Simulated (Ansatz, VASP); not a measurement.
# Cross-check of Tl3VSe4 between VASP and Ansatz

One calculation is typed for both programs; each brings its own data sets and cutoff. How far apart do they land?

Calculated with Ansatz 0.2.0; plane waves, with VASP 6.6.1 beside it; relaxation of cell and atoms at PBEsol.

### 1. The starting structure

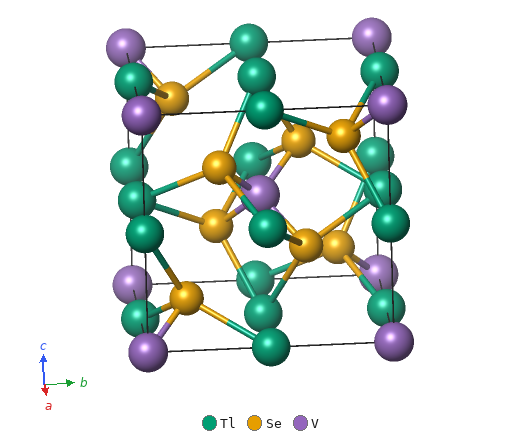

The starting structure, seen slightly off an axis (thallium teal, selenium orange, vanadium purple). This picture shows the conventional cell, with its axes. Bonds to atoms that aren't drawn are left out. Some periodic images of atoms are drawn too.

Structure file:

```cif
data_structure
_symmetry_space_group_name_H-M 'I-43m'
_symmetry_Int_Tables_number 217
_cell_length_a 7.6409
_cell_length_b 7.6409
_cell_length_c 7.6409
_cell_angle_alpha 90.000
_cell_angle_beta 90.000
_cell_angle_gamma 90.000
_cell_volume 446.11
loop_
_atom_site_label
_atom_site_type_symbol
_atom_site_symmetry_multiplicity
_atom_site_Wyckoff_symbol
_atom_site_fract_x
_atom_site_fract_y
_atom_site_fract_z
_atom_site_occupancy
Tl1 Tl 6 b 0.50000 0.00000 0.00000 1
Se1 Se 8 c 0.17198 0.17198 0.82802 1
V1 V 2 a 0.00000 0.00000 0.00000 1
```

### 2. VASP: relaxation of cell and atoms, PBEsol

The relaxed volume is the usual yardstick between codes: its relative difference is about their pressure difference at one cell divided by the bulk modulus.

Lines of VASP's logs that name or quote its potential files are left out, and so is its time.

Input file INCAR:

```
SYSTEM = Tl3VSe4
PREC = Accurate
ENCUT = 350
EDIFF = 1E-08
NELM = 120
ISMEAR = 0
SIGMA = 0.05
LREAL = .FALSE.
ALGO = Fast
GGA = PS
NBANDS = 51
ISPIN = 2
MAGMOM = 0 0 0 0 0 0 0 2
LMAXMIX = 4
LORBIT = 11
LWAVE = .FALSE.
LCHARG = .FALSE.
KPAR = 4
IBRION = 1
NSW = 30
ISIF = 3
EDIFFG = -0.002
POTIM = 0.4
```

Input file POSCAR:

```
Tl3VSe4
1.0
   -3.8204635163      3.8204635163      3.8204635163
    3.8204635163     -3.8204635163      3.8204635163
    3.8204635163      3.8204635163     -3.8204635163
Tl Se V
3 4 1
Direct
    0.0000000000      0.5000000000      0.5000000000
    0.5000000000      0.0000000000      0.5000000000
    0.5000000000      0.5000000000      0.0000000000
    0.0000000000      0.0000000000      0.3439572039
    0.0000000000      0.3439572039      0.0000000000
    0.3439572039      0.0000000000      0.0000000000
    0.6560427961      0.6560427961      0.6560427961
    0.0000000000      0.0000000000      0.0000000000
```

Input file KPOINTS:

```
Automatic mesh
0
Gamma
5 5 5
0 0 0
```

PAW data sets: Tl_d, Se and V_sv (PBE family, release 64).

Run with:

```bash
> mpirun -np 4 vasp_std
```

Numbers of over 12 decimals in the logs are rounded to 6 here.

The log of the run:

```text
[banner, memory and clock lines left out]
running    4 mpi-ranks, on    1 nodes
 distrk:  each k-point on    1 cores,    4 groups
 distr:  one band on    1 cores,    1 groups

 POSCAR found type information on POSCAR TlSeV
 POSCAR found :  3 types and       8 ions
|                                                                             |
|               ----> ADVICE to this user running VASP <----                  |
|                                                                             |
|     You enforced a specific xc type in the INCAR file but a different       |
|     [... a line on the potential file left out ...]
|     I HOPE YOU KNOW WHAT YOU ARE DOING!                                     |
|                                                                             |

 LDA part: xc-table for (Slater+PW92), standard interpolation
 POSCAR, INCAR and KPOINTS ok, starting setup
 FFT: planning ... GRIDC
 FFT: planning ... GRID_SOFT
 FFT: planning ... GRID
 WAVECAR not read
 entering main loop
       N       E                     dE             d eps       ncg     rms          rms(c)
DAV:   1     0.412844278560E+03    0.41284E+03   -0.29842E+04  2248   0.101E+03
DAV:   2    -0.137456342758E+02   -0.42659E+03   -0.40695E+03  2277   0.270E+02
DAV:   3    -0.396158074528E+02   -0.25870E+02   -0.25395E+02  2346   0.598E+01
DAV:   4    -0.400560279834E+02   -0.44022E+00   -0.43910E+00  2266   0.754E+00
DAV:   5    -0.400612880421E+02   -0.52601E-02   -0.52590E-02  2573   0.863E-01    0.252E+01
RMM:   6    -0.472211965215E+02   -0.71599E+01   -0.59539E+01  2040   0.269E+01    0.294E+01
RMM:   7    -0.376040798838E+02    0.96171E+01   -0.10913E+01  2040   0.137E+01    0.125E+01
RMM:   8    -0.368199050640E+02    0.78417E+00   -0.12203E+00  2040   0.445E+00    0.469E+00
RMM:   9    -0.368090799230E+02    0.10825E-01   -0.30429E-01  2040   0.168E+00    0.190E+00
RMM:  10    -0.368062950410E+02    0.27849E-02   -0.43383E-02  2041   0.682E-01    0.869E-01
RMM:  11    -0.368058196595E+02    0.47538E-03   -0.12527E-02  2046   0.422E-01    0.320E-01
RMM:  12    -0.368058204687E+02   -0.80921E-06   -0.25538E-03  2050   0.192E-01    0.123E-01
RMM:  13    -0.368058905091E+02   -0.70040E-04   -0.62423E-04  2045   0.851E-02    0.700E-02
RMM:  14    -0.368058942885E+02   -0.37794E-05   -0.13232E-04  2078   0.382E-02    0.302E-02
RMM:  15    -0.368058957234E+02   -0.14348E-05   -0.26007E-05  2062   0.176E-02    0.136E-02
RMM:  16    -0.368058965881E+02   -0.86479E-06   -0.62371E-06  2078   0.104E-02    0.470E-03
RMM:  17    -0.368058967122E+02   -0.12404E-06   -0.14463E-06  2080   0.408E-03    0.129E-03
RMM:  18    -0.368058966699E+02    0.42297E-07   -0.31722E-07  1872   0.186E-03    0.583E-04
RMM:  19    -0.368058966483E+02    0.21612E-07   -0.52076E-08  1582   0.799E-04    0.236E-04
RMM:  20    -0.368058966418E+02    0.65211E-08   -0.10388E-08  1325   0.367E-04
   1 F= -.36805897E+02 E0= -.36805897E+02  d E =-.368059E+02  mag=    -0.0000
[...]
2 F= -.36805966E+02 E0= -.36805966E+02  d E =-.698341E-04  mag=     0.0000
[...]
3 F= -.36805989E+02 E0= -.36805989E+02  d E =-.221388E-04  mag=    -0.0000
[...]
4 F= -.36805993E+02 E0= -.36805993E+02  d E =-.488114E-05  mag=     0.0000
 BRION: g(F)=  0.530E-05 g(S)=  0.525E-05 retain N=  1 mean eig= 1.91
 eig:   1.912
 bond charge predicted
       N       E                     dE             d eps       ncg     rms          rms(c)
DAV:   1    -0.368063260474E+02   -0.33255E-03   -0.57655E-03  2067   0.418E-01    0.154E-01
RMM:   2    -0.368073451074E+02   -0.10191E-02   -0.24622E-03  2040   0.219E-01    0.360E-01
RMM:   3    -0.368060224610E+02    0.13226E-02   -0.10046E-03  2040   0.144E-01    0.301E-02
RMM:   4    -0.368060072256E+02    0.15235E-04   -0.11041E-04  2040   0.428E-02    0.195E-02
RMM:   5    -0.368060085934E+02   -0.13678E-05   -0.12475E-05  2040   0.142E-02    0.790E-03
RMM:   6    -0.368060091426E+02   -0.54916E-06   -0.27412E-06  2128   0.641E-03    0.327E-03
RMM:   7    -0.368060092706E+02   -0.12806E-06   -0.41018E-07  1975   0.233E-03    0.790E-04
RMM:   8    -0.368060091965E+02    0.74161E-07   -0.10795E-07  1637   0.113E-03    0.425E-04
RMM:   9    -0.368060091633E+02    0.33187E-07   -0.16187E-08  1367   0.490E-04    0.893E-05
RMM:  10    -0.368060091661E+02   -0.28267E-08   -0.34272E-09   983   0.210E-04
   5 F= -.36806009E+02 E0= -.36806009E+02  d E =-.156703E-04  mag=     0.0000
 BRION: g(F)=  0.400E-06 g(S)=  0.129E-05 retain N=  1 mean eig= 3.85
 eig:   3.850
 reached required accuracy - stopping structural energy minimisation
```

OUTCAR, selected parts (step 2):

```text
ion  position               nearest neighbor table
   1  0.000  0.500  0.500-   7 3.12   6 3.12   5 3.12   4 3.12   2 3.82   3 3.82   3 3.82   2 3.82

  LATTYP: Found a body centered cubic cell.
 ALAT       =     7.6409270326

 Subroutine GETGRP returns: Found 24 space group operations
 (whereof 24 operations were pure point group operations)

The static configuration has the point symmetry T_d .

 Found     10 irreducible k-points:

   k-points           NKPTS =     10   k-points in BZ     NKDIM =     10   number of bands    NBANDS=     51

   dimension x,y,z NGX =    40 NGY =   40 NGZ =   40
   dimension x,y,z NGXF=    80 NGYF=   80 NGZF=   80

   ENCUT  =  350.0 eV  25.72 Ry    5.07 a.u.  10.09 10.09 10.09*2*pi/ulx,y,z

   NELECT =      76.0000    total number of electrons

 k-points in reciprocal lattice and weights: Automatic mesh
   0.00000000  0.00000000  0.00000000       0.008
   0.20000000  0.00000000  0.00000000       0.096
   0.40000000  0.00000000  0.00000000       0.096
   0.20000000  0.20000000  0.00000000       0.192
   0.40000000  0.20000000 -0.00000000       0.192
   0.20000000  0.20000000  0.20000000       0.064
  -0.20000000  0.20000000  0.20000000       0.048
  -0.40000000  0.40000000  0.20000000       0.192
  -0.40000000 -0.40000000  0.20000000       0.064
  -0.40000000  0.40000000  0.40000000       0.048

 average (electrostatic) potential at core
       1 -84.9383       2 -84.9383       3 -84.9383       4 -53.9296       5 -53.9296
       6 -53.9296       7 -53.9296       8 -76.7829

 E-fermi :   3.2753

 spin component 1
 k-point     1 :       0.0000    0.0000    0.0000
  band No.  band energies     occupation
    ...
     34       1.5460      1.00000
     35       1.5460      1.00000
     36       1.5460      1.00000
     37       2.4179      1.00000
     38       2.4179      1.00000
     39       5.3269      0.00000
     40       5.3269      0.00000
     41       5.3289      0.00000
     42       5.3289      0.00000
     43       5.3289      0.00000
    ...

 k-point     2 :       0.2000    0.0000    0.0000
  band No.  band energies     occupation
    ...
     34       1.5524      1.00000
     35       1.6214      1.00000
     36       1.7593      1.00000
     37       2.4793      1.00000
     38       2.5010      1.00000
     39       4.8871      0.00000
     40       5.1130      0.00000
     41       5.4344      0.00000
     42       5.4725      0.00000
     43       5.7113      0.00000
    ...

 k-point     3 :       0.4000    0.0000    0.0000
  band No.  band energies     occupation
    ...
     34       2.0520      1.00000
     35       2.1102      1.00000
     36       2.4985      1.00000
     37       2.6264      1.00000
     38       2.9398      1.00000
     39       4.5950      0.00000
     40       4.8824      0.00000
     41       4.9298      0.00000
     42       5.5924      0.00000
     43       5.9037      0.00000
    ...

 k-point     4 :       0.2000    0.2000    0.0000
  band No.  band energies     occupation
    ...
     34       1.8018      1.00000
     35       2.1752      1.00000
     36       2.1824      1.00000
     37       2.6701      1.00000
     38       2.7222      1.00000
     39       4.6750      0.00000
     40       4.9110      0.00000
     41       5.2677      0.00000
     42       5.4920      0.00000
     43       5.8596      0.00000
    ...

 k-point     5 :       0.4000    0.2000   -0.0000
  band No.  band energies     occupation
    ...
     34       2.1709      1.00000
     35       2.2986      1.00000
     36       2.5971      1.00000
     37       2.6232      1.00000
     38       2.9470      1.00000
     39       4.6531      0.00000
     40       4.8368      0.00000
     41       5.0816      0.00000
     42       5.5248      0.00000
     43       5.7920      0.00000
    ...

 k-point     6 :       0.2000    0.2000    0.2000
  band No.  band energies     occupation
    ...
     34       2.2325      1.00000
     35       2.2325      1.00000
     36       2.5808      1.00000
     37       2.6142      1.00000
     38       2.6142      1.00000
     39       4.6911      0.00000
     40       4.6911      0.00000
     41       5.4351      0.00000
     42       5.4351      0.00000
     43       5.7159      0.00000
    ...

  Total       -0.0094370     -0.0094370     -0.0094370     -0.0000000     -0.0000000      0.0000000
  in kB       -0.0679282     -0.0679282     -0.0679282     -0.0000000     -0.0000000      0.0000000
  external PRESSURE =      -0.0679282 kB  Pullay stress =       0.0000000 kB

  energy-cutoff  :      350.00
  volume of cell :      222.58
      direct lattice vectors                 reciprocal lattice vectors
    -3.817779135  3.817779135  3.817779135     0.000000000  0.130966193  0.130966193
     3.817779135 -3.817779135  3.817779135     0.130966193  0.000000000  0.130966193
     3.817779135  3.817779135 -3.817779135     0.130966193  0.130966193  0.000000000

 POSITION                                       TOTAL-FORCE (eV/Angst)
 -----------------------------------------------------------------------------------
      3.81778      0.00000      0.00000         0.000000     -0.000000     -0.000000
      0.00000      3.81778      0.00000         0.000000     -0.000000     -0.000000
     -0.00000     -0.00000      3.81778         0.000000     -0.000000     -0.000000
      1.31386      1.31386     -1.31386         0.000929      0.000929     -0.000929
      1.31386     -1.31386      1.31386         0.000929     -0.000929      0.000929
     -1.31386      1.31386      1.31386        -0.000929      0.000929      0.000929
      2.50392      2.50392      2.50392        -0.000929     -0.000929     -0.000929
     -0.00000      0.00000      0.00000         0.000000     -0.000000     -0.000000
 -----------------------------------------------------------------------------------
    total drift:                               -0.000003     -0.000003     -0.000016

  FREE ENERGIE OF THE ION-ELECTRON SYSTEM (eV)
  ---------------------------------------------------
  free  energy   TOTEN  =       -36.8060091661 eV

  energy  without entropy=      -36.8060091661  energy(sigma->0) =      -36.80600917

 reached required accuracy - stopping structural energy minimisation

 total charge
# of ion       s       p       d       tot
------------------------------------------
    1        1.255   0.223   9.664  11.141
    2        1.255   0.223   9.664  11.141
    3        1.255   0.223   9.664  11.141
    4        1.477   2.333   0.025   3.836
    5        1.477   2.333   0.025   3.836
    6        1.477   2.333   0.025   3.836
    7        1.477   2.333   0.025   3.836
    8        2.319   6.233   3.122  11.674
--------------------------------------------------
tot         11.993  16.235  32.213  60.441

 magnetization (x)
# of ion       s       p       d       tot
------------------------------------------
    1       -0.000  -0.000   0.000   0.000
    2       -0.000  -0.000   0.000   0.000
    3       -0.000  -0.000   0.000   0.000
    4        0.000  -0.000   0.000  -0.000
    5        0.000  -0.000   0.000  -0.000
    6        0.000  -0.000   0.000  -0.000
    7        0.000  -0.000   0.000  -0.000
    8       -0.000   0.000   0.000   0.000
--------------------------------------------------
tot         -0.000  -0.000   0.000   0.000

[... 1 further part left out ...]
```

(Part 1 of 2 ends here.)

[Lines on the potential files, build, host, timing and source positions are cut from VASP's logs without a mark.]

[Logs are printed without paths, hosts, clocks, repeated set-up lines and the standing remarks that a program may print on its own settings, such as how far it seeks lower states.]

[Hosts, paths, dates, database ids (printed as entryN), source tags and the programs' standing remarks are cut or masked in the printed files.]
